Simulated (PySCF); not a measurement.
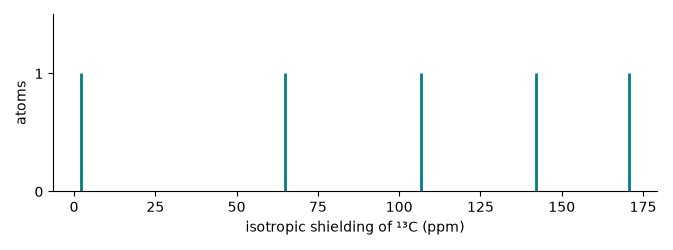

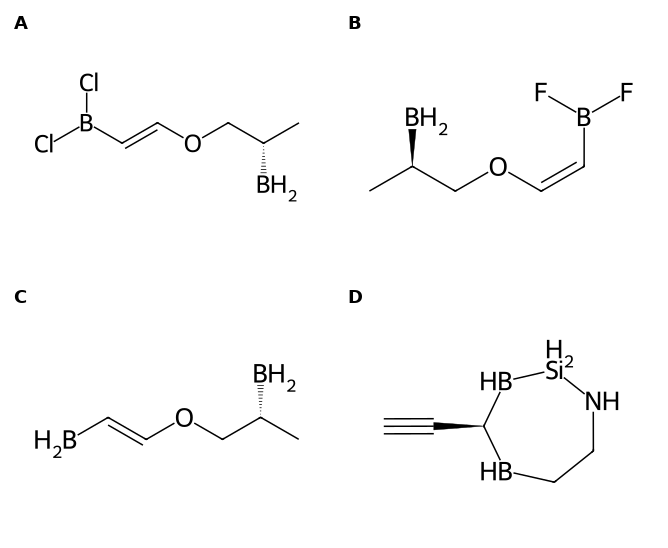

The sticks are computed shieldings of one of the molecules, for one fixed geometry (GFN2-xTB) without averaging over rotations. Low shielding means a high chemical shift. Method: GIAO PBE0/pcSseg-1 NMR shielding, non-relativistic, gas phase (PySCF 2.14.0).

Which molecule gives this pattern?

Answer. C, `B/C=C/OC[C@H](B)C`. Its 5 C atoms give lines at 2.0, 64.7, 106.7, 141.9, 170.7 ppm.

The geometry is semi-empirical. Around B, Si such bond lengths and angles can be off by a tenth of an ångström or more and by several degrees, and values that hang on the shape move with them.
